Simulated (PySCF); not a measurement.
# C$_{4}$H$_{12}$SSi: what the fields show

| atom | x (Å) | y (Å) | z (Å) |
| --- | --- | --- | --- |
| Si | -0.2406 | -0.3650 | -0.2277 |
| S | -0.1441 | -0.4127 | 1.9288 |
| C | 0.7992 | 1.1058 | 2.2711 |
| H | 1.8070 | 1.0659 | 1.8342 |
| H | 0.8974 | 1.1828 | 3.3624 |
| H | 0.2754 | 2.0013 | 1.9069 |
| C | 1.4895 | -0.4016 | -0.9621 |
| H | 2.0374 | -1.2928 | -0.6198 |
| H | 2.0723 | 0.4878 | -0.6762 |
| H | 1.4394 | -0.4279 | -2.0630 |
| C | -1.1415 | 1.1802 | -0.8065 |
| H | -0.6102 | 2.0959 | -0.5036 |
| H | -2.1580 | 1.2201 | -0.3864 |
| H | -1.2198 | 1.1913 | -1.9062 |
| C | -1.1925 | -1.9122 | -0.6927 |
| H | -2.2000 | -1.9070 | -0.2498 |
| H | -0.6686 | -2.8157 | -0.3444 |
| H | -1.2985 | -1.9793 | -1.7875 |

Geometry: PBE0-D3(BJ)/def2-SVP.

Theory: PBE0/pcSseg-1, SCF density, gas phase, non-relativistic (PySCF 2.14.0).

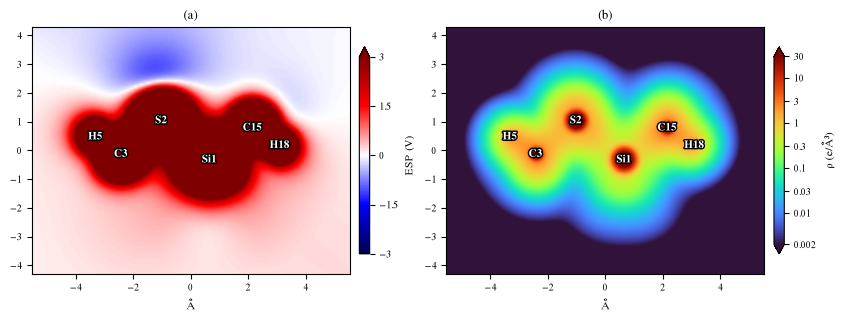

Figure 1. (a) molecular electrostatic potential; (b) total electron density on the plane of atoms S2, C3 and H5.

> Read the bonding off the picture.

Atoms in the plane: Si, S, C and H. C–S (1.82 Å): the density is about 1.2 e/Å³ at the midpoint. C–Si (1.88 Å): the density is about 0.96 e/Å³ at the midpoint. Si–S (2.16 Å): the density is about 0.83 e/Å³ at the midpoint. C–H (1.10 Å): ρ at the midpoint is about 2 e/Å³. Outside the dense part of the molecule the potential is most negative (−1.0 V) near S2.

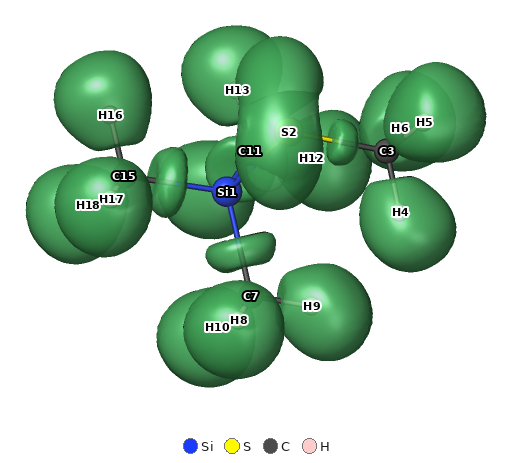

Figure 2. Isosurface of the ELF at 0.8 (green), seen at a tilt. Core shells and regions of very low density are left out.

> What do the ELF domains correspond to?

The surface consists of one region between bonded C–S atoms (shared pairs), three regions between bonded C–Si atoms (shared pairs), twelve regions around hydrogen nuclei and one region on S in which the atom's valence shell and bonds are merged.


C–S (1.82 Å): the ELF peaks at about 0.90 between the atoms (a shared electron pair). C–Si (1.88 Å): the ELF peaks at about 0.95 between the atoms; localised, covalent bonding.

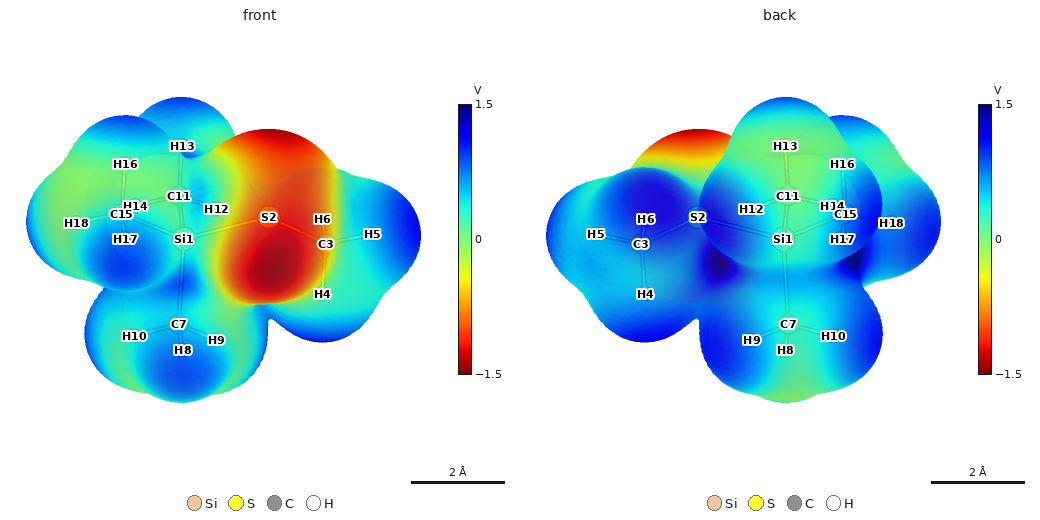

Figure 3. The molecular electrostatic potential painted on the density surface at 0.004 e/bohr³, seen from the front and from behind; red is negative and blue positive.

> Describe the electrostatic potential map.

The most negative region (about −1.4 V) lies over S2, the most positive (about +1.4 V) over Si1.
